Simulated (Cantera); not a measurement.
Feed: 1 mol SiC, 0.041 mol N₂O, 130 mol H₂, held at 1000 Pa.

Cantera equilibrium calculation (NASA polynomials, part measured and part estimated; ideal gas, pure solids and liquids). Candidate condensed phases: C, C₆H₆, C₇H₈, C₈H₁₈, H₂O, Si, SiC, SiO₂, Si₂N₂O, Si₃N₄; 151 gas species. Mutual solubility and eutectic melting of coexisting phases are not modelled. Rates play no part.

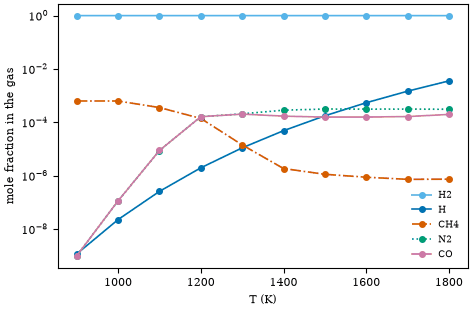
*Equilibrium gas composition (values under 1e-9 drawn at 1e-9)*

### Question
Read off the mole fractions at 1400 K.

### Answer
H₂ about 1.00, N₂ about 0.00029, CO about 0.00017, H about 4.9e-5, CH₄ about 1.9e-6.
